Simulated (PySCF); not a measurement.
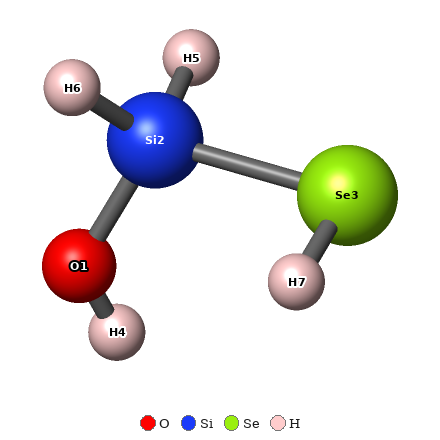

SiH₄SeO, SMILES O[SiH2][SeH]. Vertical core-electron binding energies by ΔSCF (SCAN, pcX-2 on the ionised atom, pcseg-1 elsewhere, spin-free X2C; PySCF 2.14.0, at a GFN2-xTB geometry (no frequency check)), gas phase, against the vacuum level. One atom of each kind was ionised; within a panel, areas follow the number of like atoms and 2j + 1 (2p levels are split by first-order spin-orbit coupling, an approximation), each panel is scaled alone, Gaussians of 1.0 eV full width. Only the regions named are shown. Lines closer than the width merge in the curve.

**Predict the Si 2p, O 1s and Si 1s photoelectron lines.**

| level | atoms | binding energy (eV) |
| --- | --- | --- |
| Si 2p1/2 | Si2 | 108.4 |
| Si 2p3/2 | Si2 | 107.7 |
| O 1s | O1 | 538.8 |
| Si 1s | Si2 | 1847.7 |

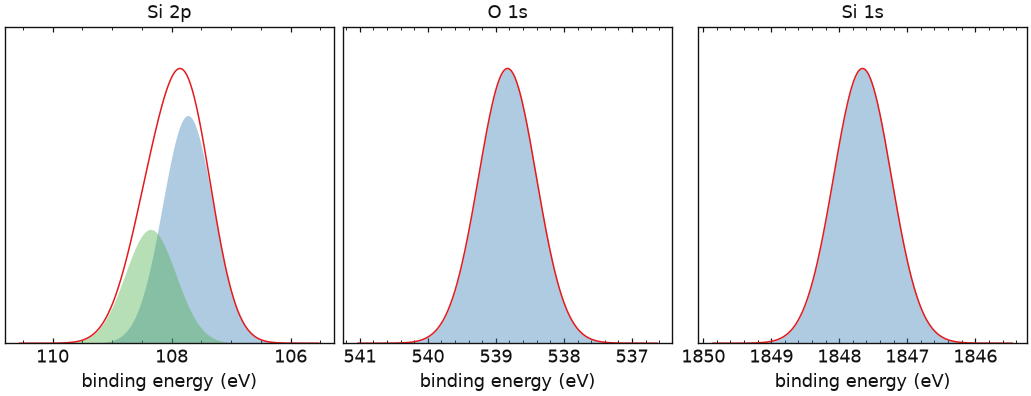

Note: the tight-binding geometry is rougher than a DFT one and adds to the error.
